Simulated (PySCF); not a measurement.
# C4H11ClOSi2 (SMILES Cl[SiH2]O[SiH2]C1CCC1): what the fields show

```xyz
19

Cl    2.5557   -4.7764   -2.1757
Si    3.1379   -2.9108   -1.4865
O     2.2035   -1.7441   -2.1505
Si    0.6964   -1.2548   -2.6832
C    -0.3999   -2.7320   -3.0152
C    -1.8909   -2.3588   -3.2354
C    -2.1804   -2.7864   -1.7844
C    -0.8292   -3.5244   -1.7522
H     2.9880   -2.9309   -0.0076
H     4.5481   -2.7021   -1.8975
H     0.8956   -0.4478   -3.9222
H     0.0952   -0.3872   -1.6234
H     0.0676   -3.3354   -3.8108
H    -2.3682   -3.0228   -3.9721
H    -2.1351   -1.3197   -3.5144
H    -3.0891   -3.3782   -1.5994
H    -2.1892   -1.9239   -1.1007
H    -0.2203   -3.4262   -0.8385
H    -0.9269   -4.5987   -1.9690
```

Geometry: PBE0-D3(BJ)/def2-SVP.

Theory: CAM-B3LYP/def2-SVPD, SCF density, gas phase (PySCF 2.14.0).

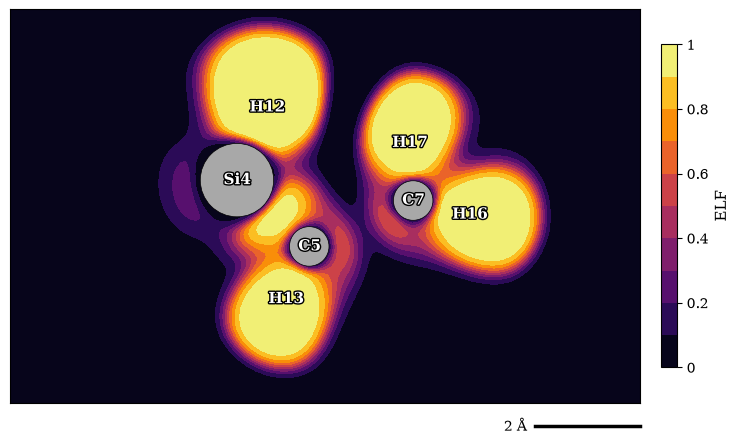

Figure 1. Electron localisation function on the plane of atoms H16, C7 and H17. Grey discs cover the atomic cores.

> What does the map show?

- The plane passes through Si, C and H nuclei.
- C–Si (1.87 Å): the ELF peaks at about 0.95 between the atoms, as expected for localised, covalent bonding.
- C–H (1.10 Å): the ELF climbs to about 1 towards the hydrogen, as it does in any bond to H; an ordinary covalent bond to hydrogen.
- Si–H (1.50 Å): the ELF climbs to about 1 towards the hydrogen.

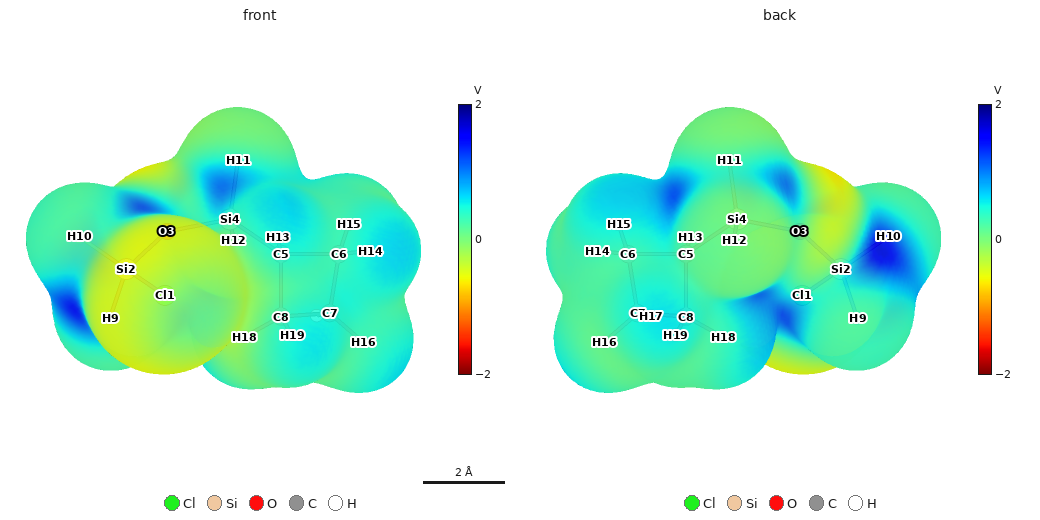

Figure 2. The molecular electrostatic potential painted on the density surface at 0.002 e/bohr³, seen from the front and from behind; red is negative and blue positive.

> Where is the surface potential most negative and most positive?

The most negative region (about −0.6 V) lies over O3, the most positive (about +1.5 V) over Si2.

> How polar is the molecule by this calculation?

Its dipole moment is 0.97 D.
